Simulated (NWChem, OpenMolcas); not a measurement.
How basis sets differ on GaNH2F2 (SMILES [NH2][Ga]([F])[F])

GaNH2F2: 6 atoms, total charge 0, spin state singlet. As SMILES, `[NH2][Ga]([F])[F]`. The shape is that of a PBE0-D4/def2-TZVP optimisation.

Each level gives the dipole moment (D). The values are calculated.

| level | kind | program | value (D) | CPU time |
| --- | --- | --- | --- | --- |
| HF/ANO-R0 (sfX2C) | Hartree–Fock | OpenMolcas | 2.07 | 6.1 s |
| HF/ANO-S-MB | Hartree–Fock | OpenMolcas | 2.94 | 5 s |
| HF/STO-3G | Hartree–Fock | OpenMolcas | 1.86 | 3.7 s |
| HF/3-21G | Hartree–Fock | OpenMolcas | 3.52 | 4.3 s |
| HF/cc-pVDZ | Hartree–Fock | OpenMolcas | 3.55 | 12 s |
| HF/def2-SVP | Hartree–Fock | NWChem | 3.50 | 14 s |

All-electron rows without a relativistic Hamiltonian named are non-relativistic. The values span 1.86 to 3.55 D. Magnitudes only. Sets without polarisation functions give poor dipoles. CPU times are rough (shared hosts, several kinds of processor and program).

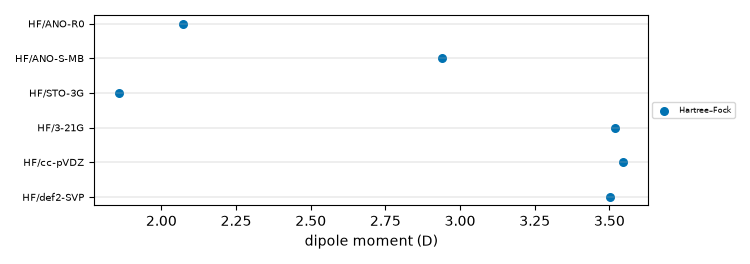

The values of the table, level by level.
